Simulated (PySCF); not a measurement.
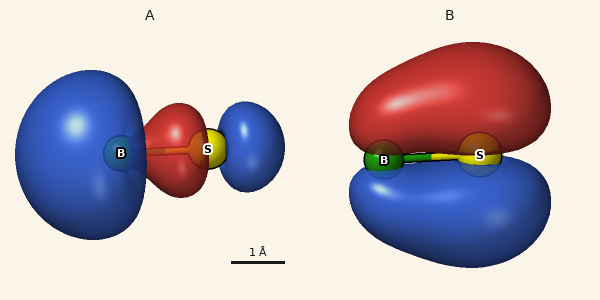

BS (charge −1). Two frontier orbitals, each drawn at the value that holds 80 % of its norm (red and blue are the two phases), in no order; of a degenerate pair one member is drawn.

Computed with PBE0/aug-cc-pVDZ(-PP), non-relativistic Hamiltonian with scalar-relativistic core potentials where named, at a bond length of 1.698 Å (PySCF 2.14.0).

### Name the orbitals and rank them from lowest to highest energy.

Orbital B: π, occupied, −2.26 eV; mainly on S (80 %).
Orbital A: σ, occupied, −0.49 eV; mainly on B (80 %).
